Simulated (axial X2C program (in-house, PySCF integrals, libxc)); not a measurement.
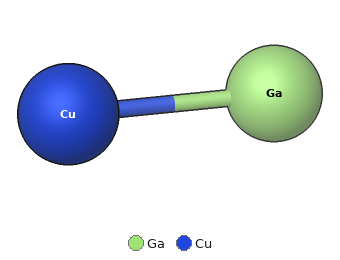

*The molecule at the reference distance of 2.379 Å.*

Relativistic diatomic calculation, with input and output: GaCu

GaCu, single determinant with M_S = 0 and |Λ| = 0. Level asked for: HF, spin-free X2C-1e, Ga dyall-cv3z, Cu dyall-cv3z (cores contracted) (axial X2C program (in-house, PySCF integrals, libxc)).

### Outcome

- outcome: not converged in a step after the SCF shown
- hardware: 1 thread of Intel Xeon (Sapphire Rapids), 192 GiB of memory available, shared host
- wall time: 2.9 s

### What went wrong

The SCF whose log is shown converged, but a later step did not. The run therefore gave no full result. Hartree–Fock lacks correlation, so it usually binds too weakly.

### Input file
```
{"zs": [31, 29], "q": 0, "bas": ["dyall-cv3z", "dyall-cv3z"], "levels": ["PBE0", "HF", "M06"], "cc": true, "r0": 2.36, "thr": -1.0, "nmax": 90, "npts": 10, "nst": 2, "ntry": 6}
```

The line is the task of a batch: nuclear charges, charge, bases, the levels to run, a first guess of the distance and further settings. This report covers HF without spin-orbit coupling. The log is that of the reference distance 2.379 Å.

Launched within a batch (the task file carries these settings):
```bash
python <driver script> task.json out
```

### Log
```
spin-free X2C-1e  HF
basis functions 213  fitting functions 1210  grid points 5803
iter        total energy     max residual
   1      -3595.384055005     1.60e-01
   2      -3595.428410062     3.88e-02
   3      -3595.423498472     5.86e-02
   4      -3595.437904419     3.00e-03
   5      -3595.438253161     1.60e-03
   6      -3595.438394124     1.45e-03
   7      -3595.438450803     3.19e-04
   8      -3595.438457035     7.92e-05
   9      -3595.438457328     2.52e-05
  10      -3595.438457351     7.79e-06
  11      -3595.438457353     4.28e-06
  12      -3595.438457353     1.54e-06
converged
one-electron -5416.97290625  Coulomb 1762.64737214  exact exchange -141.08363052  xc functional 0.00000000  nuclear repulsion 199.97070728
correlated 14  virtual 310  natural virtual 88  E(MP2) -0.612345875  MP2 remainder -0.053811997
iter   CCSD correlation   residual
   1     -0.456885600   3.02e-01
   2     -0.493913235   2.11e-01
   3     -0.501639778   6.21e-02
   4     -0.501767092   3.30e-02
   5     -0.501731324   1.34e-02
   6     -0.502199893   8.53e-03
   7     -0.502329051   4.39e-03
   8     -0.502207360   2.13e-03
   9     -0.502302799   1.00e-03
  10     -0.502289952   4.76e-04
  11     -0.502287004   2.35e-04
  12     -0.502294176   1.34e-04
  13     -0.502293285   7.17e-05
  14     -0.502292677   4.03e-05
  15     -0.502292833   2.40e-05
  16     -0.502292925   1.24e-05
  17     -0.502292911   7.19e-06
(T) -0.025941821974126214  T1 0.0515  D1 0.0939  max T2 0.135
```

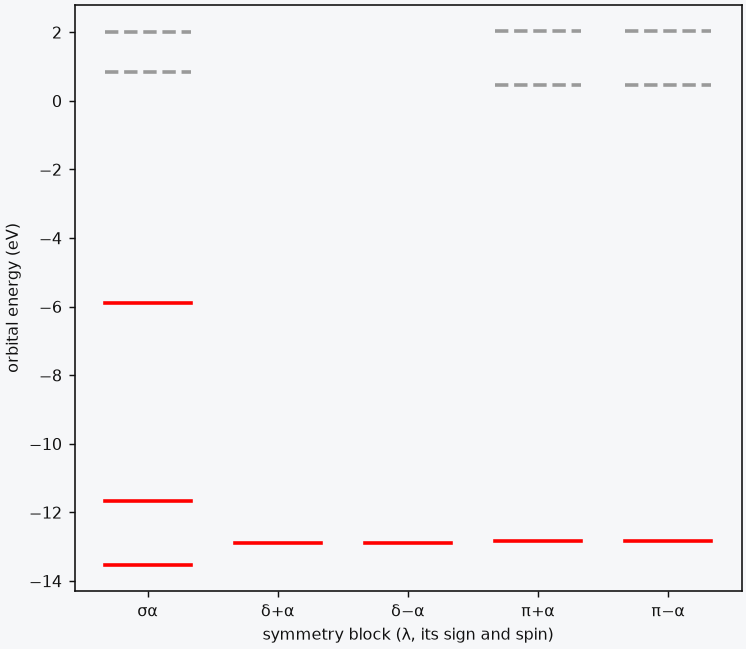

*Orbital energies near the frontier at 2.38 Å, filled (solid) and empty (dashed); a label such as π−α means λ = −1 and α spin, and the β levels equal the α ones.*

The highest filled orbital (σα; 58 % Ga p, 32 % Cu s) lies at −5.88 eV, the lowest empty one (π−α; 59 % Ga p, 40 % Cu p) at 0.47 eV.
